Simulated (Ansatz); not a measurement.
## Electronic structure of C3H5NO (SMILES CC1(O)C=N1) in real space

Input file:

```
crystal:
  periodic: [false, false, false]
  atoms:
    - { symbol: C, position_ang: [-0.8864, -0.7052, 0.464] }
    - { symbol: C, position_ang: [0.2465, 0.1104, 0.0082] }
    - { symbol: O, position_ang: [1.3851, -0.018, 0.8063] }
    - { symbol: C, position_ang: [0.3031, 1.1902, -0.9292] }
    - { symbol: "N", position_ang: [0.5877, 0.1095, -1.4893] }
    - { symbol: H, position_ang: [-1.2209, -0.3527, 1.4663] }
    - { symbol: H, position_ang: [-1.7706, -0.4897, -0.1974] }
    - { symbol: H, position_ang: [-0.6757, -1.7153, 0.4474] }
    - { symbol: H, position_ang: [2.1163, -0.4251, 0.3249] }
    - { symbol: H, position_ang: [-0.0021, 2.2448, -0.8982] }
basis:
  gaussian: { orbitals: def2-SVP }
hamiltonian:
  xc: hf
relax:
  f_tol: 0.015
  max_steps: 40
output:
  orbitals: {}
```

Run with:

```sh
ansatz run input.yaml --threads 1 --pin off --max-ram 2048MiB --backend cpu --events-out ev --progress --plain --runs-dir out
```

The fields are those of the relaxed geometry.

Theory: RHF/def2-SVP in Ansatz.

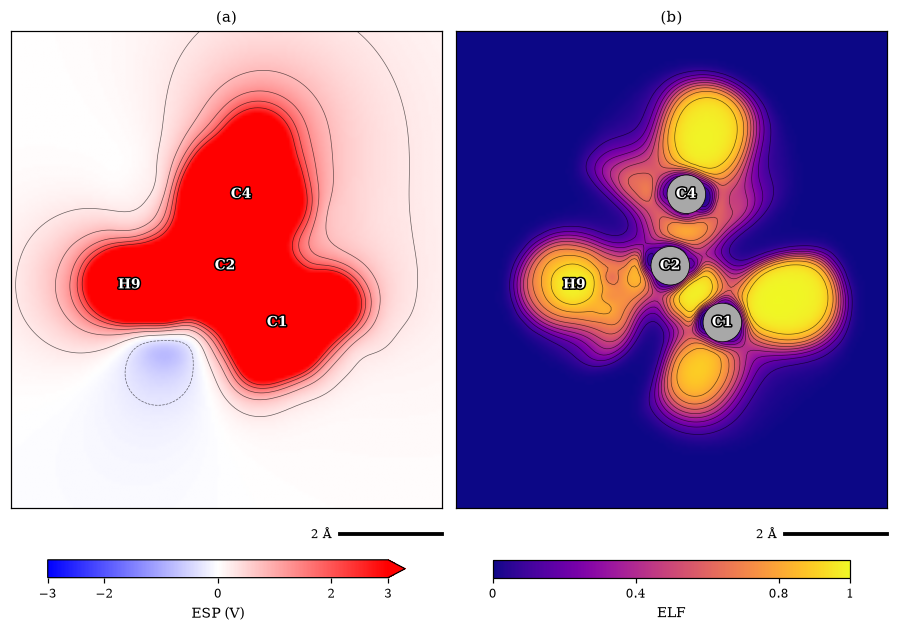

Figure 1. (a) electrostatic potential; (b) ELF on the plane of atoms C1, C2 and C4. Grey discs cover the atomic cores in the ELF map.

> Describe what can be read from this map.

Atoms in the plane: C and H.
C–C (1.43 Å): the ELF peaks at about 0.80 between the atoms (localised, covalent bonding).
C–C (1.51 Å): the ELF peaks at about 1 between the atoms, as expected for a covalent bond.
Outside the dense part of the molecule the potential is most negative (−0.8 V) near O3, which lies off the plane.

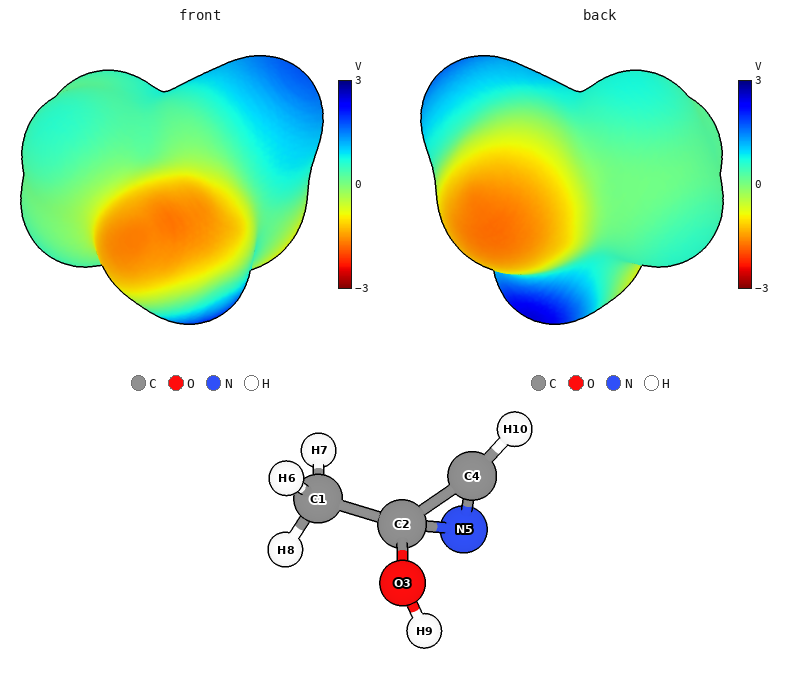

Figure 2. The electrostatic potential painted on the density surface at 0.002 e/bohr³, seen from the front and from behind; red is negative and blue positive. The bare structure is drawn below in the same view.

> Describe the electrostatic potential map.

The most negative region (about −1.7 V) lies over O3 and N5, the most positive (about +2.3 V) over H9.

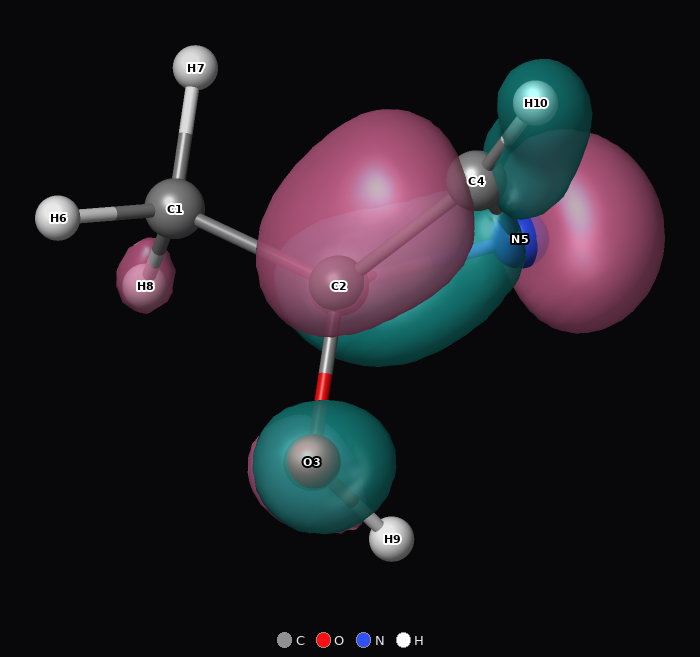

Figure 3. The HOMO at ±0.2 Å⁻³ᐟ² (teal and pink are the two phases), seen at a tilt.

> Describe this orbital and give its energy.

It lies mainly on N5 (about 30 %), C2 (about 25 %), C4 (about 20 %) and O3 (about 15 %). Its energy is −10.63 eV.
